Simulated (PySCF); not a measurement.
```xyz
13

O    -2.4170    0.6102   -1.0613
C    -1.9220    0.6381    0.2051
O    -2.8256    1.0540    1.1234
Si   -0.2266    0.1850    0.7469
S     0.6359   -0.3628   -1.1704
Si    2.6313   -0.9132   -0.6608
H    -1.7263    0.3070   -1.6653
H    -3.6537    1.2468    0.6601
H    -0.1273   -0.9777    1.6360
H     0.5773    1.2750    1.3107
H     3.2764    0.2429   -0.0522
H     3.2064   -1.2806   -1.9414
H     2.5667   -2.0241    0.2797
```

Geometry: GFN2-xTB.

Computed with PySCF, UKS B3LYP, pcH-1 on C H O S Si, non-relativistic, mean-field spin-orbit, GIAO.

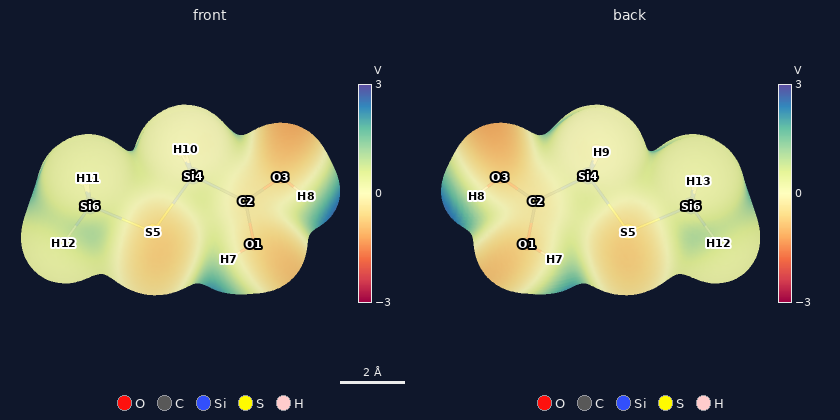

CH7O2SSi2 (SMILES O[C](O)[SiH2]S[SiH3]) (doublet). The electrostatic potential painted on the density surface at 0.002 e/bohr³, seen from the front and from behind; red is negative and blue positive.

Q: Which sites attract a positive test charge, and which a negative one?

A: A positive charge is drawn to the negative regions and a negative charge to the positive ones. The most negative region (about −1.1 V, or −25 kcal/mol for a unit charge) lies over O3, the most positive (about +2.5 V, or +58 kcal/mol for a unit charge) over H8. O3 is the likeliest acceptor of a hydrogen bond.
